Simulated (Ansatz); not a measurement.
**Ta2N: energies, forces and stress near the listed structure**

How do energy, forces, pressure and gap of Ta2N change under random distortions, further strains and shifts, distortions that keep the symmetry, other functionals? Each case is one self-consistent run.

Program: Ansatz 0.2.0. Level of theory: DFT PBEsol, scalar-relativistic, plane waves, PAW, unless a step's input says otherwise. These are calculated values, not measurements.

## (1) Starting point

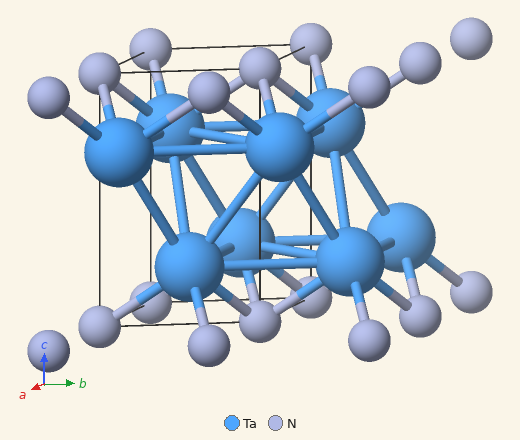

The starting structure, seen slightly off an axis (tantalum blue, nitrogen light blue). 2×2×1 cells are drawn. Atoms on the faces are drawn again on the opposite ones.

As a file:

```cif
data_structure
_symmetry_space_group_name_H-M 'P 1'
_symmetry_Int_Tables_number 1
_cell_length_a 3.1129
_cell_length_b 3.1129
_cell_length_c 4.8698
_cell_angle_alpha 90.000
_cell_angle_beta 90.000
_cell_angle_gamma 120.000
_cell_volume 40.87
loop_
_atom_site_label
_atom_site_type_symbol
_atom_site_fract_x
_atom_site_fract_y
_atom_site_fract_z
_atom_site_occupancy
Ta1 Ta 0.66667 0.33333 0.74529 1
Ta2 Ta 0.33333 0.66667 0.25471 1
N1 N 0.00000 0.00000 0.00000 1
```

The structure comes from the Materials Project (structure only).

## (2) Random moves and strain, cell strained

What differs from the listed cell: strain xx, yy, zz, yz, xz, xy = +3.0, +1.4, +2.6, -1.0, -1.0, +0.0 %; atoms moved by 0.15 Å root mean square, at most 0.21 Å.

input.yaml reads:

```yaml
crystal:
  lattice:
    - [3.2077103961, -0.0013385304, -0.0311286151]
    - [-1.6050143994, 2.735360091, -0.010153788]
    - [-0.04869841, -0.0464582831, 4.9984535008]
  atoms:
    - { symbol: Ta, position: [0.6251509943, 0.2576457039, 0.7512091111] }
    - { symbol: Ta, position: [0.366648413, 0.7163028259, 0.2556740705] }
    - { symbol: "N", position: [0.0081955255, 0.0260477608, -0.0068811282] }
basis:
  ecutwfc: 420
kpoints:
  mp_grid: { grid: [14, 14, 8] }
hamiltonian:
  xc: pbesol
scf:
  occupations: { method: gaussian, width: 0.1 }
output:
  forces: true
  stress: true
  eigenvalues: true
```

The run is started by

```bash
ansatz run input.yaml --threads 1 --pin off --max-ram 1331MiB --backend cpu --events-out ev --progress --plain --runs-dir out
```

Log, shortened:

```text
Warning: RAYON_NUM_THREADS=1 ignored (pool sized by the plan → 1); use --threads N
[...]
Pseudopotentials: kind: paw
Pseudopotential: Ta, paw, valence charge 13, recommended cutoff 420 eV (normal), Ta.paw.azcp
Pseudopotential: N, paw, valence charge 5, recommended cutoff 420 eV (normal), N.paw.azcp
Functional definition: PBEsol
[...]
Crystal: 3 atoms, lattice volume = 43.839 Å³
Basis set: ecut = 420 eV, 861 PW (Γ), exchange–correlation on 48×48×72 points (8 copies of the dense FFT grid, shifted against one another)
Bands: 20, of which v1, the nominal top of the filled ones, is band 16 counted from 1 (15 counted from 0)
Symmetry: 1 space group operations
Space group: P1 (ITA 1), of the structure as read, at distance tolerance 3.5e-5 Å
k-points: 788 of 1568 (time reversal used)
[...]
SCF iter   1: F=—  HF=-19993.735466 eV  |F-HF|=—  |Δ(HF+E_count)|=         —  Δρ=9.72e-3  dr2=3.19e-2  ethr=1.77e-3  ⟨swp⟩=5.1  Hψ=69975  notcnv=0
[...]
SCF iter   7: F=-19993.728775 eV  HF=-19993.728775 eV  |F-HF|=1.38e-8  |Δ(HF+E_count)|=   7.94e-8  Δρ=6.63e-6  dr2=2.13e-8  ethr=3.23e-10  ⟨swp⟩=6.7  Hψ=67859  notcnv=0
[...]
SCF converged after 7 iterations
Free energy (F): -19993.728775 eV
[...]
E sigma→0 (E₀):  -19993.725123 eV
Entropy (-TS):   -0.007306 eV (-2.435 meV/atom)
Fermi energy:    17.830036 eV
[...]
--- Forces (eV/Å), atoms counted from 1 ---
  atom   1  Ta    -0.23029669     1.32856743    -0.32788163
  atom   2  Ta    -0.07403379    -0.41949026    -0.43881448
  atom   3  N      0.30433739    -0.90909880     0.76664585
[...]
--- Stress (GPa, compression-positive) ---
      -25.217100      -0.492912       1.083438
       -0.492912     -16.897980       0.662862
        1.083438       0.662862     -19.655886
  P = ⅓ Tr σ = -20.5903 GPa (-205.903 kbar)
--- Band table (eV; the first three rows and the last of 788) ---
  k-point 0: bands = ["-50.7656", "-50.6742", "-17.6684", "-17.1021", "-17.0594", "-17.0499", "-16.9392", "-16.8111", "0.9781", "9.9628", "11.9598", "12.4153", "13.0508", "16.6478", "17.3037", "17.6999", "18.2134", "18.3626", "18.6618", "19.0938"]
[...]
```

Run time: 96 s. Hardware: 1 thread of an x86-64 CPU, shared host; peak memory 0.89 GiB.

## (3) A change within the space group

The change: strain xx, yy, zz, yz, xz, xy = -1.7, -1.7, +4.3, +0.0, +0.0, +0.0 %; atoms moved by 0.03 Å root mean square, at most 0.04 Å.

input.yaml reads:

```yaml
crystal:
  lattice:
    - [3.0610946192, 0.0, 0.0]
    - [-1.5305473096, 2.6509857035, 0.0]
    - [0.0, 0.0, 5.0810460042]
  atoms:
    - { symbol: Ta, position: [0.66666667, 0.33333333, 0.7377441241] }
    - { symbol: Ta, position: [0.33333333, 0.66666667, 0.2622558759] }
    - { symbol: "N", position: [0.0, 0.0, 0.0] }
basis:
  ecutwfc: 420
kpoints:
  mp_grid: { grid: [15, 15, 10] }
hamiltonian:
  xc: pbesol
scf:
  occupations: { method: gaussian, width: 0.1 }
output:
  forces: true
  stress: true
  eigenvalues: true
  populations: true
```

The run is started by

```bash
ansatz run input.yaml --threads 1 --pin off --max-ram 1331MiB --backend cpu --events-out ev --progress --plain --runs-dir out
```

Log, shortened:

```text
Warning: RAYON_NUM_THREADS=1 ignored (pool sized by the plan → 1); use --threads N
[...]
Pseudopotentials: kind: paw
Pseudopotential: Ta, paw, valence charge 13, recommended cutoff 420 eV (normal), Ta.paw.azcp
Pseudopotential: N, paw, valence charge 5, recommended cutoff 420 eV (normal), N.paw.azcp
Functional definition: PBEsol
[...]
Crystal: 3 atoms, lattice volume = 41.232 Å³
Basis set: ecut = 420 eV, 785 PW (Γ), exchange–correlation on 48×48×72 points (8 copies of the dense FFT grid, shifted against one another)
Bands: 20, of which v1, the nominal top of the filled ones, is band 16 counted from 1 (15 counted from 0)
Symmetry: 12 space group operations
Space group: P-3m1 (ITA 164), of the structure as read, at distance tolerance 3.5e-5 Å
k-points: 238 of 2250
[...]
SCF iter   1: F=—  HF=-19994.154116 eV  |F-HF|=—  |Δ(HF+E_count)|=         —  Δρ=1.08e-2  dr2=4.19e-2  ethr=1.77e-3  ⟨swp⟩=5.2  Hψ=21298  notcnv=0
[...]
Free energy (F): -19994.144550 eV
[...]
E sigma→0 (E₀):  -19994.141292 eV
Entropy (-TS):   -0.006516 eV (-2.172 meV/atom)
Fermi energy:    19.196432 eV
[...]
--- Forces (eV/Å), atoms counted from 1 ---
  atom   1  Ta    -0.00000000     0.00000000     0.89959361
  atom   2  Ta    -0.00000000    -0.00000000    -0.89959361
  atom   3  N      0.00000000     0.00000000     0.00000000
[...]
--- Stress (GPa, compression-positive) ---
      -10.097490       0.000000       0.000000
        0.000000     -10.097490       0.000000
        0.000000       0.000000     -18.000816
  P = ⅓ Tr σ = -12.7319 GPa (-127.319 kbar)
--- Band table (eV; the first three rows and the last of 238) ---
  k-point 0: bands = ["-49.3658", "-49.3048", "-16.3502", "-15.6012", "-15.6012", "-15.5176", "-15.5060", "-15.5060", "2.0606", "10.9584", "13.8810", "13.8810", "14.0158", "18.1467", "18.9764", "18.9764", "19.1703", "19.9805", "19.9805", "20.1587"]
[...]
--- Löwdin populations: 3 sites ---
  site symbol       q [e]
     0     Ta     12.5515
     1     Ta     12.5515
     2      N      5.6846
  spilling = 0.006848 (of n_electrons = 31.000000)
```

It took 19 s on 1 thread of an x86-64 CPU, shared host; peak memory 0.44 GiB.

Per atom:

```tsv
atom	Löwdin electrons
Ta1	12.55
Ta2	12.55
N3	5.68
```

The Löwdin counts miss 0.21 of the 31 electrons, which the atomic orbitals do not span, so they are no charges.

## (4) A distortion that keeps the symmetry

Against the listed cell: strain xx, yy, zz, yz, xz, xy = +2.8, +2.8, +5.8, +0.0, +0.0, +0.0 %; atoms moved by 0.06 Å root mean square, at most 0.07 Å.

input.yaml reads:

```yaml
crystal:
  lattice:
    - [3.1989321266, 0.0, 0.0]
    - [-1.5994660633, 2.7703564866, 0.0]
    - [0.0, 0.0, 5.1505873336]
  atoms:
    - { symbol: Ta, position: [0.66666667, 0.33333333, 0.7301992481] }
    - { symbol: Ta, position: [0.33333333, 0.66666667, 0.2698007519] }
    - { symbol: "N", position: [0.0, 0.0, 0.0] }
basis:
  ecutwfc: 420
kpoints:
  mp_grid: { grid: [15, 15, 10] }
hamiltonian:
  xc: pbesol
scf:
  occupations: { method: gaussian, width: 0.1 }
output:
  forces: true
  stress: true
  eigenvalues: true
```

The run is started by

```bash
ansatz run input.yaml --threads 1 --pin off --max-ram 1331MiB --backend cpu --events-out ev --progress --plain --runs-dir out
```

Log, shortened:

```text
Warning: RAYON_NUM_THREADS=1 ignored (pool sized by the plan → 1); use --threads N
[...]
Pseudopotentials: kind: paw
Pseudopotential: Ta, paw, valence charge 13, recommended cutoff 420 eV (normal), Ta.paw.azcp
Pseudopotential: N, paw, valence charge 5, recommended cutoff 420 eV (normal), N.paw.azcp
Functional definition: PBEsol
[...]
Crystal: 3 atoms, lattice volume = 45.645 Å³
Basis set: ecut = 420 eV, 905 PW (Γ), exchange–correlation on 48×48×72 points (8 copies of the dense FFT grid, shifted against one another)
Bands: 20, of which v1, the nominal top of the filled ones, is band 16 counted from 1 (15 counted from 0)
Symmetry: 12 space group operations
Space group: P-3m1 (ITA 164), of the structure as read, at distance tolerance 3.6e-5 Å
k-points: 238 of 2250
[...]
SCF iter   1: F=—  HF=-19993.415351 eV  |F-HF|=—  |Δ(HF+E_count)|=         —  Δρ=1.28e-2  dr2=7.57e-2  ethr=1.77e-3  ⟨swp⟩=5.0  Hψ=20829  notcnv=0
[...]
SCF iter   7: F=-19993.399545 eV  HF=-19993.399545 eV  |F-HF|=7.71e-9  |Δ(HF+E_count)|=   8.97e-8  Δρ=4.79e-6  dr2=1.05e-8  ethr=3.23e-10  ⟨swp⟩=6.8  Hψ=21122  notcnv=0
[...]
SCF converged after 7 iterations
Free energy (F): -19993.399545 eV
[...]
E sigma→0 (E₀):  -19993.395701 eV
Entropy (-TS):   -0.007688 eV (-2.563 meV/atom)
Fermi energy:    17.140793 eV
[...]
--- Forces (eV/Å), atoms counted from 1 ---
  atom   1  Ta     0.00000000    -0.00000000     1.92686285
  atom   2  Ta    -0.00000000     0.00000000    -1.92686285
  atom   3  N      0.00000000     0.00000000     0.00000000
[...]
--- Stress (GPa, compression-positive) ---
      -31.765515       0.000000      -0.000000
        0.000000     -31.765515      -0.000000
       -0.000000      -0.000000     -34.233924
  P = ⅓ Tr σ = -32.5883 GPa (-325.883 kbar)
--- Band table (eV; the first three rows and the last of 238) ---
  k-point 0: bands = ["-51.6834", "-51.6350", "-18.4574", "-17.9689", "-17.9689", "-17.8755", "-17.8755", "-17.8242", "0.7543", "9.7074", "11.9374", "12.4575", "12.4575", "16.5194", "16.8321", "16.8321", "16.9601", "17.7581", "17.7581", "17.7768"]
[...]
```

Run time: 17 s. Hardware: 1 thread of an x86-64 CPU, shared host; peak memory 0.47 GiB.

## (5) A distortion of lower symmetry

Against the listed cell: strain xx, yy, zz, yz, xz, xy = +1.8, +0.6, +10.2, -2.1, +3.6, -1.0 %; atoms moved by 0.10 Å root mean square, at most 0.12 Å.

input.yaml reads:

```yaml
crystal:
  lattice:
    - [3.1690797848, -0.0316889301, 0.1123743004]
    - [-1.6119833109, 2.7286722138, -0.1123679794]
    - [0.1758012601, -0.1014874864, 5.3674900518]
  atoms:
    - { symbol: Ta, position: [0.6382395298, 0.3480132226, 0.7430200049] }
    - { symbol: Ta, position: [0.3480132226, 0.6382395298, 0.2569799951] }
    - { symbol: "N", position: [0.0137472476, 0.0137472476, 0.0] }
basis:
  ecutwfc: 420
kpoints:
  mp_grid: { grid: [14, 14, 8] }
hamiltonian:
  xc: pbesol
scf:
  occupations: { method: gaussian, width: 0.1 }
output:
  forces: true
  stress: true
  eigenvalues: true
  populations: true
```

The run is started by

```bash
ansatz run input.yaml --threads 1 --pin off --max-ram 1331MiB --backend cpu --events-out ev --progress --plain --runs-dir out
```

Log, shortened:

```text
Warning: 1 symmetry operations that the atoms keep within the bar at which the run's group was sought (crystal.symmetry.tolerance 1.0e-5, or twice it) were not taken beside the 1 unitary ones that the detection took (of a slab, those that keep its plane). If the more symmetric cell is [...]
Warning: RAYON_NUM_THREADS=1 ignored (pool sized by the plan → 1); use --threads N
[...]
Pseudopotentials: kind: paw
Pseudopotential: Ta, paw, valence charge 13, recommended cutoff 420 eV (normal), Ta.paw.azcp
Pseudopotential: N, paw, valence charge 5, recommended cutoff 420 eV (normal), N.paw.azcp
Functional definition: PBEsol
[...]
Crystal: 3 atoms, lattice volume = 46.070 Å³
Basis set: ecut = 420 eV, 901 PW (Γ), exchange–correlation on 48×48×72 points (8 copies of the dense FFT grid, shifted against one another)
Bands: 20, of which v1, the nominal top of the filled ones, is band 16 counted from 1 (15 counted from 0)
Symmetry: 1 space group operations
Space group: P1 (ITA 1), of the structure as read, at distance tolerance 3.6e-5 Å
[...]
SCF converged after 7 iterations
Free energy (F): -19993.306068 eV
[...]
E sigma→0 (E₀):  -19993.302667 eV
Entropy (-TS):   -0.006802 eV (-2.267 meV/atom)
Fermi energy:    16.898762 eV
[...]
--- Forces (eV/Å), atoms counted from 1 ---
  atom   1  Ta     0.34067536     0.22582269     0.40894021
  atom   2  Ta     0.02521256     0.40790377    -0.40895960
  atom   3  N     -0.36589149    -0.63373189     0.00001252
[...]
--- Stress (GPa, compression-positive) ---
      -26.723852       1.495068      -4.340408
        1.495068     -24.998773       2.505408
       -4.340409       2.505409     -35.861605
  P = ⅓ Tr σ = -29.1947 GPa (-291.947 kbar)
--- Band table (eV; the first three rows and the last of 788) ---
  k-point 0: bands = ["-51.8867", "-51.8539", "-18.6667", "-18.1591", "-18.1302", "-18.0941", "-18.0732", "-18.0639", "0.2980", "9.2047", "11.6619", "11.8538", "12.1567", "15.5328", "16.5417", "16.6097", "17.1049", "17.5028", "17.7206", "18.0719"]
[...]
--- Löwdin populations: 3 sites ---
  site symbol       q [e]
     0     Ta     12.5281
     1     Ta     12.5281
     2      N      5.7083
  spilling = 0.007599 (of n_electrons = 31.000000)
```

It took 2 min on 1 thread of an x86-64 CPU, shared host; peak memory 0.91 GiB.

Site by site:

```tsv
atom	Löwdin electrons
Ta1	12.53
Ta2	12.53
N3	5.71
```

The Löwdin counts miss 0.24 of the 31 electrons, which the atomic orbitals do not span, so they are no charges.

## (6) A distortion that keeps the symmetry

Against the listed cell: strain xx, yy, zz, yz, xz, xy = +1.8, +1.8, +3.3, +0.0, +0.0, +0.0 %; atoms moved by 0.10 Å root mean square, at most 0.12 Å.

input.yaml reads:

```yaml
crystal:
  lattice:
    - [3.1681459263, 0.0, 0.0]
    - [-1.5840729632, 2.7436948551, 0.0]
    - [0.0, 0.0, 5.0293769912]
  atoms:
    - { symbol: Ta, position: [0.66666667, 0.33333333, 0.7704385864] }
    - { symbol: Ta, position: [0.33333333, 0.66666667, 0.2295614136] }
    - { symbol: "N", position: [0.0, 0.0, 0.0] }
basis:
  ecutwfc: 420
kpoints:
  mp_grid: { grid: [15, 15, 10] }
hamiltonian:
  xc: pbesol
scf:
  occupations: { method: gaussian, width: 0.1 }
output:
  forces: true
  stress: true
  eigenvalues: true
  populations: true
```

The run is started by

```bash
ansatz run input.yaml --threads 1 --pin off --max-ram 1331MiB --backend cpu --events-out ev --progress --plain --runs-dir out
```

Log, shortened:

```text
Warning: RAYON_NUM_THREADS=1 ignored (pool sized by the plan → 1); use --threads N
[...]
Pseudopotentials: kind: paw
Pseudopotential: Ta, paw, valence charge 13, recommended cutoff 420 eV (normal), Ta.paw.azcp
Pseudopotential: N, paw, valence charge 5, recommended cutoff 420 eV (normal), N.paw.azcp
Functional definition: PBEsol
[...]
Crystal: 3 atoms, lattice volume = 43.717 Å³
Basis set: ecut = 420 eV, 857 PW (Γ), exchange–correlation on 48×48×72 points (8 copies of the dense FFT grid, shifted against one another)
Bands: 20, of which v1, the nominal top of the filled ones, is band 16 counted from 1 (15 counted from 0)
Symmetry: 12 space group operations
Space group: P-3m1 (ITA 164), of the structure as read, at distance tolerance 3.5e-5 Å
k-points: 238 of 2250
[...]
SCF iter   1: F=—  HF=-19993.829201 eV  |F-HF|=—  |Δ(HF+E_count)|=         —  Δρ=9.48e-3  dr2=2.78e-2  ethr=1.77e-3  ⟨swp⟩=5.4  Hψ=21812  notcnv=0
[...]
Free energy (F): -19993.823045 eV
[...]
E sigma→0 (E₀):  -19993.820824 eV
Entropy (-TS):   -0.004443 eV (-1.481 meV/atom)
Fermi energy:    17.915452 eV
[...]
--- Forces (eV/Å), atoms counted from 1 ---
  atom   1  Ta    -0.00000000     0.00000000    -1.63572745
  atom   2  Ta     0.00000000    -0.00000000     1.63572745
  atom   3  N     -0.00000000     0.00000000     0.00000000
[...]
--- Stress (GPa, compression-positive) ---
      -13.486583      -0.000000      -0.000000
       -0.000000     -13.486583      -0.000000
       -0.000000      -0.000000     -20.223708
  P = ⅓ Tr σ = -15.7323 GPa (-157.323 kbar)
--- Band table (eV; the first three rows and the last of 238) ---
  k-point 0: bands = ["-50.7147", "-50.6448", "-17.6721", "-17.0635", "-17.0635", "-16.9477", "-16.9477", "-16.8244", "0.5362", "9.4563", "11.2811", "11.2811", "13.2704", "17.2538", "17.2538", "17.5079", "18.5217", "18.5217", "18.7885", "19.7960"]
[...]
--- Löwdin populations: 3 sites ---
  site symbol       q [e]
     0     Ta     12.5789
     1     Ta     12.5789
     2      N      5.6152
  spilling = 0.007323 (of n_electrons = 31.000000)
```

Wall time 21 s (1 thread of an x86-64 CPU, shared host); peak memory 0.45 GiB.

By site:

```tsv
atom	Löwdin electrons
Ta1	12.58
Ta2	12.58
N3	5.62
```

The Löwdin counts miss 0.23 of the 31 electrons, which the atomic orbitals do not span, so they are no charges.

## (7) Functional and cell changed: PBE

What differs from the listed cell: strain xx, yy, zz, yz, xz, xy = -0.8, -0.8, -0.8, +0.0, +0.0, +0.0 %.

input.yaml reads:

```yaml
crystal:
  lattice:
    - [3.0890481155, 0.0, 0.0]
    - [-1.5445240577, 2.6751941415, 0.0]
    - [0.0, 0.0, 4.8325867164]
  atoms:
    - { symbol: Ta, position: [0.66666667, 0.33333333, 0.745289] }
    - { symbol: Ta, position: [0.33333333, 0.66666667, 0.254711] }
    - { symbol: "N", position: [0.0, 0.0, 0.0] }
basis:
  ecutwfc: 420
kpoints:
  mp_grid: { grid: [15, 15, 10] }
hamiltonian:
  xc: pbe
scf:
  occupations: { method: gaussian, width: 0.1 }
output:
  forces: true
  stress: true
  eigenvalues: true
```

The run is started by

```bash
ansatz run input.yaml --threads 1 --pin off --max-ram 1331MiB --backend cpu --events-out ev --progress --plain --runs-dir out
```

Log, shortened:

```text
Warning: RAYON_NUM_THREADS=1 ignored (pool sized by the plan → 1); use --threads N
[...]
Pseudopotentials: kind: paw
Pseudopotential: Ta, paw, valence charge 13, recommended cutoff 420 eV (normal), Ta.paw.azcp
Pseudopotential: N, paw, valence charge 5, recommended cutoff 420 eV (normal), N.paw.azcp
Functional definition: PBE
[...]
Crystal: 3 atoms, lattice volume = 39.936 Å³
Basis set: ecut = 420 eV, 761 PW (Γ), exchange–correlation on 48×48×72 points (8 copies of the dense FFT grid, shifted against one another)
Bands: 20, of which v1, the nominal top of the filled ones, is band 16 counted from 1 (15 counted from 0)
Symmetry: 12 space group operations
Space group: P-3m1 (ITA 164), of the structure as read, at distance tolerance 3.4e-5 Å
k-points: 238 of 2250
[...]
SCF iter   1: F=—  HF=-20250.907108 eV  |F-HF|=—  |Δ(HF+E_count)|=         —  Δρ=5.35e-3  dr2=1.36e-2  ethr=1.77e-3  ⟨swp⟩=5.3  Hψ=21315  notcnv=0
[...]
SCF iter   6: F=-20250.904368 eV  HF=-20250.904368 eV  |F-HF|=1.35e-8  |Δ(HF+E_count)|=   1.10e-7  Δρ=1.32e-5  dr2=5.87e-8  ethr=3.23e-10  ⟨swp⟩=4.7  Hψ=20260  notcnv=0
[...]
SCF converged after 6 iterations
Free energy (F): -20250.904368 eV
[...]
E sigma→0 (E₀):  -20250.901571 eV
Entropy (-TS):   -0.005595 eV (-1.865 meV/atom)
Fermi energy:    20.083288 eV
[...]
--- Forces (eV/Å), atoms counted from 1 ---
  atom   1  Ta    -0.00000000    -0.00000000    -0.06707226
  atom   2  Ta     0.00000000     0.00000000     0.06707226
  atom   3  N      0.00000000     0.00000000     0.00000000
[...]
--- Stress (GPa, compression-positive) ---
        4.944038       0.000000       0.000000
        0.000000       4.944038       0.000000
        0.000000       0.000000       6.149790
  P = ⅓ Tr σ = 5.3460 GPa (53.460 kbar)
--- Band table (eV; the first three rows and the last of 238) ---
  k-point 0: bands = ["-48.4572", "-48.3716", "-15.5582", "-14.7735", "-14.7735", "-14.6395", "-14.6395", "-14.5178", "2.5518", "11.5563", "13.9304", "13.9304", "15.1278", "19.4205", "19.8563", "19.8563", "20.3597", "20.3823", "20.3823", "21.2796"]
[...]
```

Wall time 16 s (1 thread of an x86-64 CPU, shared host); peak memory 0.45 GiB.

## (8) Results

```
step                                    case  energy (meV/atom)  pressure (GPa)  largest force (eV/Å)  gap on the mesh (eV)
   2  random moves and strain, cell strained               +0.0           -20.6                  1.39                  0.00
   3         a change within the space group            -138.7*           -12.7                  0.90                  0.00
   4    a distortion that keeps the symmetry            +109.8*           -32.6                  1.93                  0.00
   5          a distortion of lower symmetry             +140.8           -29.2                  0.73                  0.00
   6    a distortion that keeps the symmetry             -31.9*           -15.7                  1.64                  0.00
   7        functional and cell changed: PBE                n/a             5.3                  0.07                  0.00
```

Energies are counted from step 2, with the smearing taken to zero; a star marks another k mesh, which can shift energies by itself, so starred rows don't rank against the others. Other atoms or functionals have another zero of energy (n/a). A gap of 0.00 means none on the mesh at this level.

In words: Among the distorted cells of the listed formula and level the largest force, 1.93 eV/Å, comes in step 4, shared by 2 atoms. The distorted cells of the listed formula and level show no gap on the mesh. Spin-orbit coupling is left out for Ta. Spin polarisation is off in the runs that give these values; a magnetic solution could lie lower.
